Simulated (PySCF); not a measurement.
Vertical excitations of a molecule CH4N2OSi from PySCF with TDA-PBE/def2-SVPD, as energy in eV (oscillator strength): 6.00 (0.001), 6.28 (0.003), 6.31 (0.004), 6.58 (0.019), 6.64 (0.033), 7.07 (0.083), 7.12 (0.013), 7.23 (0.001), 7.42 (0.001), 7.45 (0.001). Lowest triplet (TDA): 5.94 eV. The structure is a stationary point at B3LYP-D3(BJ)/def2-SVP. Other conformers were not sampled.

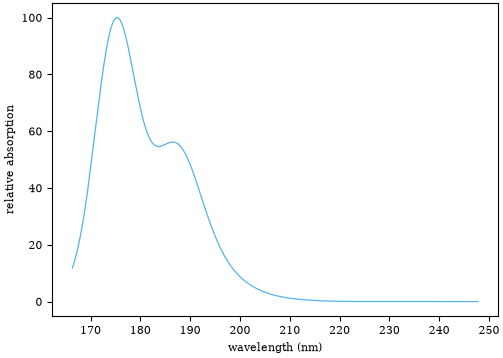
Figure. The lines broadened by 0.4 eV.

Q: Pick the molecule that these values belong to.
A) N#CO[SiH2]N
B) N[Si@H]1N=CO1
C) N[SiH2]N=C=O

A: A, N#CO[SiH2]N
